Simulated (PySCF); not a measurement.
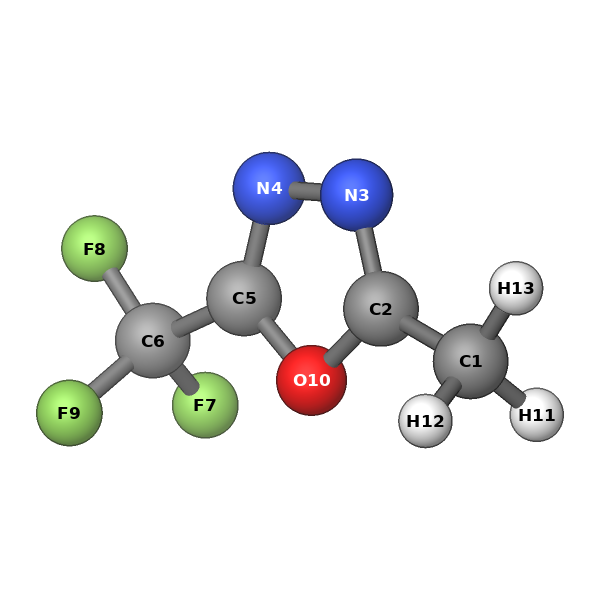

The computed structure is the end point of a GFN2-xTB optimisation. No frequency run is at hand to confirm it as a minimum. Electric field gradients from the ground-state density, PBE0/pcSseg-1 (PySCF 2.14.0), non-relativistic apart from any core potentials.

Give the largest field-gradient component, the quadrupole coupling constant and the asymmetry for 14N at N3 (Q = 20.44 mb), 14N at N4 (Q = 20.44 mb), 17O at O10 (Q = −25.6 mb).

```tsv
atom	V_zz (a.u.)	e²qQ/h (MHz)	η
N3	−1.077	−5.17	0.27
N4	−1.160	−5.57	0.05
O10	1.370	−8.24	0.03
```
